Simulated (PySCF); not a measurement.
# C4H8O2Si: the cost of one run

Programs: PySCF 2.14.0, with routines of our own; each step states its level. All values are computed. Atoms count from 0.

## (1) The system as given

15 atoms, charge 0, multiplicity 1; geometry from: GFN2-xTB.

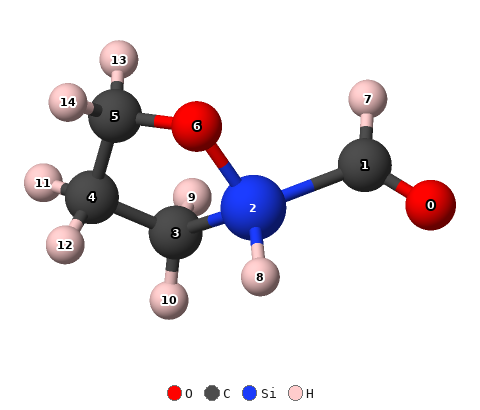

The starting geometry (oxygen red, carbon dark grey, silicon blue, hydrogen pink).

## (2) Magnetic properties: GIAO B3LYP/pcSseg-1

Job settings and geometry (Å):

```
{"job": {"kind": "mag", "xc": "B3LYP", "basis": "pcSseg-1", "isotopologues": 2}, "charge": 0, "multiplicity": 1}
O      3.585871     0.848598     0.116626
C      2.460059     0.878180    -0.306533
Si     0.928274     0.366592     0.717439
C      0.030148    -1.220871     0.157762
C     -1.421633    -0.774682     0.329701
C     -1.494620     0.698652    -0.075052
O     -0.305644     1.356229     0.308078
H      2.283329     1.235380    -1.345601
H      1.207611     0.413533     2.149740
H      0.231152    -1.456124    -0.888347
H      0.237660    -2.114176     0.739522
H     -2.118122    -1.369457    -0.261023
H     -1.697488    -0.861878     1.381324
H     -1.597049     0.798499    -1.160757
H     -2.333960     1.209514     0.402967
```

Method: GIAO B3LYP/pcSseg-1 magnetisability, rotational g tensor and spin-rotation constants, non-relativistic, gas phase.

Command:

```
OMP_NUM_THREADS=1 python excited_run.py task.json out
```

The driver reads the jobs from task.json and runs them one after another.

**Question.** How long does this first job take on 1 thread of Arm Neoverse N1, shared host, and how much memory does it need?

About 42 s, with a peak of 0.76 GiB.
